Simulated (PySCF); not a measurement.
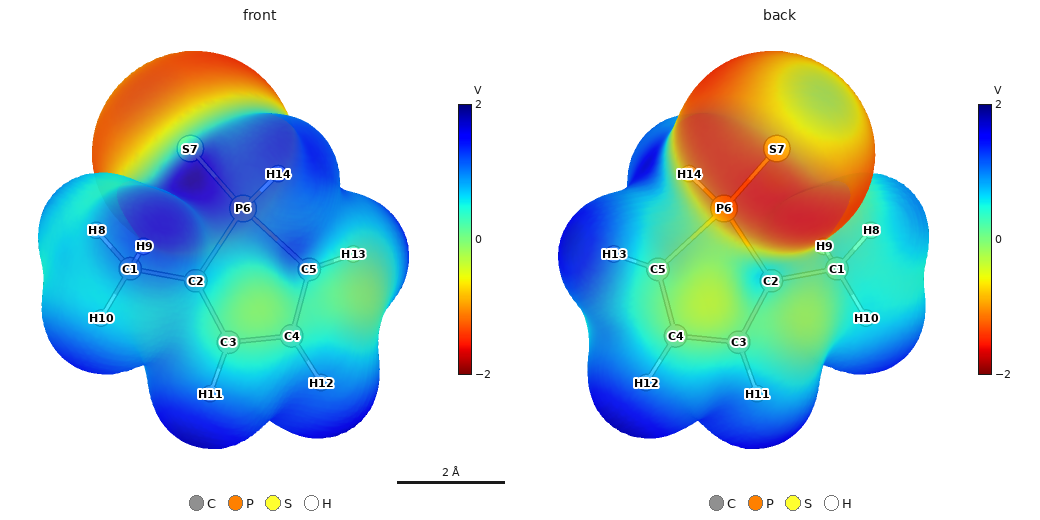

The picture shows: C₅H₇PS. The electrostatic potential painted on the density surface at 0.004 e/bohr³, seen from the front and from behind; red is negative and blue positive.

Geometry: GFN2-xTB.

Level of theory: PBE0/def2-SVPD, SCF density, gas phase in PySCF 2.14.0.

```yaml
atoms:
  - { symbol: C, position_ang: [2.0262, -0.0788, -0.4297] }
  - { symbol: C, position_ang: [0.5631, -0.1526, -0.1893] }
  - { symbol: C, position_ang: [-0.2642, -1.2025, -0.3181] }
  - { symbol: C, position_ang: [-1.6523, -0.9467, 0.0205] }
  - { symbol: C, position_ang: [-1.9303, 0.3045, 0.4152] }
  - { symbol: P, position_ang: [-0.3957, 1.2611, 0.4574] }
  - { symbol: S, position_ang: [0.1825, 2.0772, 2.1103] }
  - { symbol: H, position_ang: [2.5022, 0.4660, 0.3866] }
  - { symbol: H, position_ang: [2.2332, 0.4641, -1.3533] }
  - { symbol: H, position_ang: [2.4622, -1.0728, -0.5056] }
  - { symbol: H, position_ang: [0.0526, -2.1814, -0.6425] }
  - { symbol: H, position_ang: [-2.3867, -1.7341, -0.0492] }
  - { symbol: H, position_ang: [-2.8900, 0.6796, 0.7253] }
  - { symbol: H, position_ang: [-0.5035, 2.1160, -0.6498] }
```

Q: Describe the electrostatic potential map.

A: The most negative region (about −1.5 V) lies over S7, the most positive (about +1.7 V) over P6, H11 and H12.

Q: What dipole moment does the calculation give?

A: Its dipole moment is 4.55 D.
